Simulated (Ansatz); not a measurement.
# CH₅OSi (SMILES [CH2-][SiH2]O) (charge −1): what the fields show

The calculation's input:

```
crystal:
  periodic: [false, false, false]
  atoms:
    - {symbol: C, position_ang: [-0.966115, -0.626191, 1.425186]}
    - {symbol: O, position_ang: [-0.143978, 0.187437, -1.358772]}
    - {symbol: Si, position_ang: [-1.006022, 0.560434, 0.120552]}
    - {symbol: H, position_ang: [-1.739836, -1.395594, 1.531060]}
    - {symbol: H, position_ang: [-0.134864, -0.705574, 2.135660]}
    - {symbol: H, position_ang: [-0.395312, 1.913356, 0.436572]}
    - {symbol: H, position_ang: [-2.406535, 0.842833, -0.389854]}
    - {symbol: H, position_ang: [0.149432, -0.722722, -1.242369]}
basis:
  gaussian: {orbitals: def2-TZVPD}
total_charge: -1
hamiltonian: {xc: {name: PBE0}}
output: {forces: true, orbitals: {seedname: orbitals}}
```

Command:

```sh
ansatz run input.yaml --threads 2 --pin off --max-ram 4350MiB --events-out events.jsonl --progress --plain --runs-dir runs
```

Geometry: PBE0-D3(BJ)/def2-SVPD; the highest occupied orbital lies above zero, a sign that basis and functional describe the outermost electron poorly.

Level of theory: isolated molecule in a Gaussian basis; Kohn-Sham density functional theory, functional PBE0 in Ansatz 0.2.0.

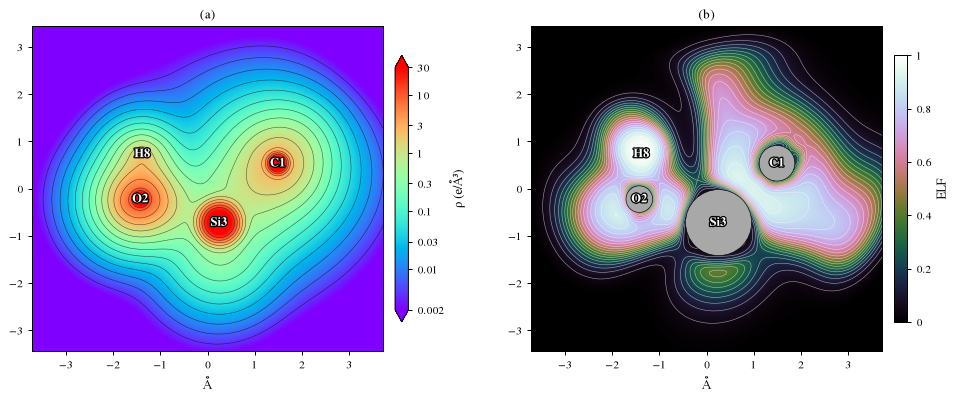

Figure 1. (a) total electron density; (b) electron localisation function on the plane of atoms C1, Si3 and O2. Grey discs cover the atomic cores in the ELF map.

Question: Read the bonding off the picture.

Answer:
- The section cuts through C, O, Si and H sites.
- Si–O (1.75 Å): the density is about 0.95 e/Å³ at the midpoint; the ELF peaks at about 0.90 between the atoms, as expected for a shared but strongly polarised pair.
- C–Si (1.76 Å): the density is about 1.1 e/Å³ at the midpoint; the ELF peaks at about 0.95 between the atoms, as expected for a covalent bond.
- O–H (0.96 Å): the density is about 3.7 e/Å³ at the midpoint; the ELF climbs to about 1 towards the hydrogen, as it does in any bond to H (an ordinary covalent bond to hydrogen).
- The ELF also peaks beside O2, away from the bonds: lone-pair regions.

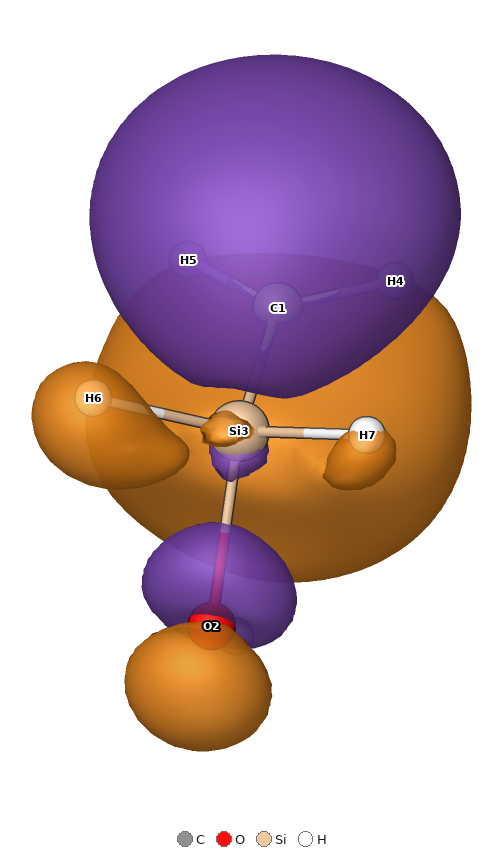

Figure 2. The HOMO at ±0.06 Å⁻³ᐟ² (orange and purple are the two phases), seen at an oblique angle.

Question: Describe this orbital and give its energy.

Answer: It lies mainly on C1 (about 60 %), Si3 (about 20 %), H4 (about 5 %) and H5 (about 5 %). Its energy is 0.24 eV.

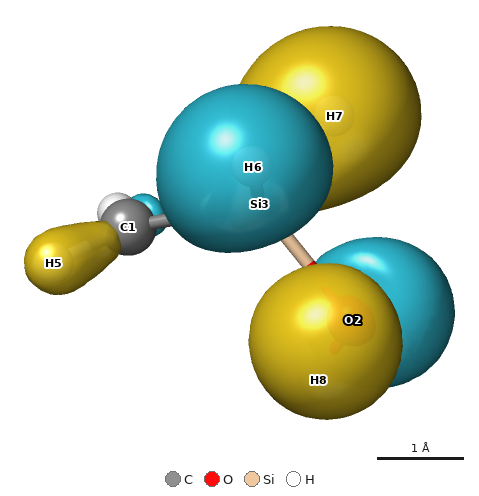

Figure 3. The HOMO−1 at ±0.1 Å⁻³ᐟ² (yellow and cyan are the two phases), seen at a tilt.

Question: Describe this orbital and give its energy.

Answer: By Hirshfeld shares it lies mainly on O2 (about 40 %), Si3 (about 20 %), H7 (about 20 %) and H6 (about 15 %). Its energy is −2.95 eV.
